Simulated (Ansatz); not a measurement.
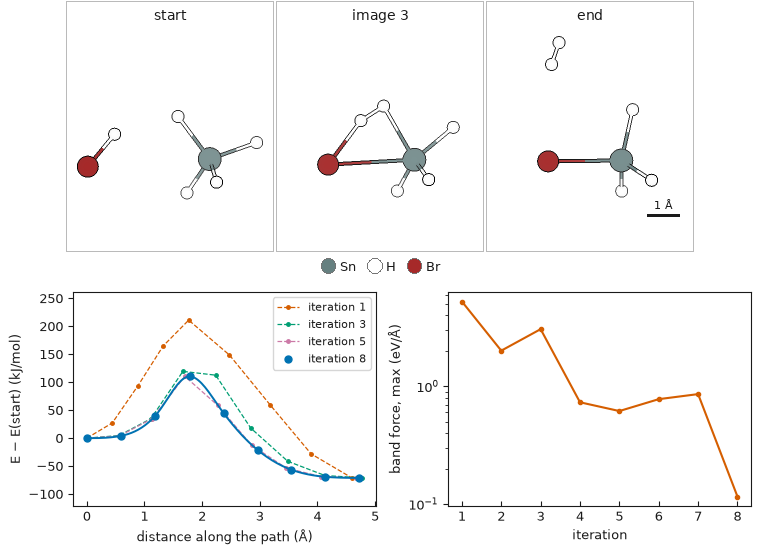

NEB run on SnH5Br, made up at the start of SnH₄ and HBr. Images are numbered from 0 (start) to 8 (end). The plot follows the band through its iterations. Style: ball-and-stick. Shown at a tilt.

Theory: RKS PBE0-D4/def2-SVP in Ansatz. Settings: 7 movable images; climbing image; force threshold 0.5 eV/Å; iteration limit 60; starting path through a guess of the saddle point.

Question: Did the band converge, and can the barrier be trusted?

Answer: The run met only a loose threshold, so the barrier can't be trusted yet. The band converged in 8 iterations. The largest component of the band force went from 5.3 to 0.12 eV/Å. The climbing image converged on the top of the path. Its curvatures weren't checked. The force threshold is so loose that the height of the top is at best an upper bound. The first iteration put the highest image at 211.0 kJ/mol. Forward barrier 110.4 kJ/mol, backward barrier 181.5 kJ/mol, with image 3 at the top; the reaction energy is −71.1 kJ/mol.

Limits of the set-up: the start holds two separate molecules, 2.3 Å apart at their closest, whose relative position is a soft coordinate.

The run took 3.9 min on 1 thread of Arm Neoverse V1, on a shared host, peak memory 0.18 GiB.
